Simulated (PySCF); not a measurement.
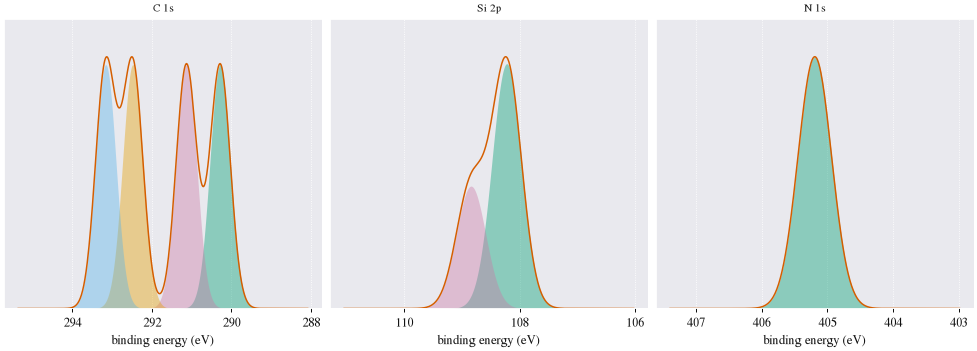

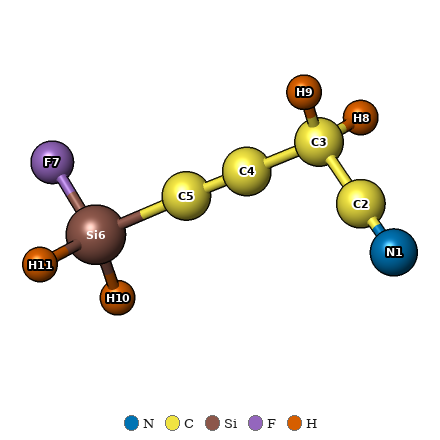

Simulated XPS of C₄H₄FNSi, SMILES N#CCC#C[SiH2]F. Vertical core-electron binding energies by ΔSCF (PBE0, pcX-2 on the ionised atom, pcseg-1 elsewhere, spin-free X2C; PySCF, at a PBE0-D3(BJ)/def2-SVP geometry (no frequency check)), gas phase, against the vacuum level. One atom of each kind was ionised; within a panel, areas follow the number of like atoms and 2j + 1 (2p levels are split by first-order spin-orbit coupling, an approximation), each panel is scaled alone, Gaussians of 0.6 eV full width. Only the regions named are shown.

### Assign the components.

```csv
level,atoms,binding energy (eV)
C 1s,C3,293.2
C 1s,C2,292.5
C 1s,C4,291.1
C 1s,C5,290.3
Si 2p1/2,Si6,108.8
Si 2p3/2,Si6,108.2
N 1s,N1,405.2
```

### How large is the chemical shift across the C 1s region?

2.9 eV, from C5 at 290.3 eV to C3 at 293.2 eV.
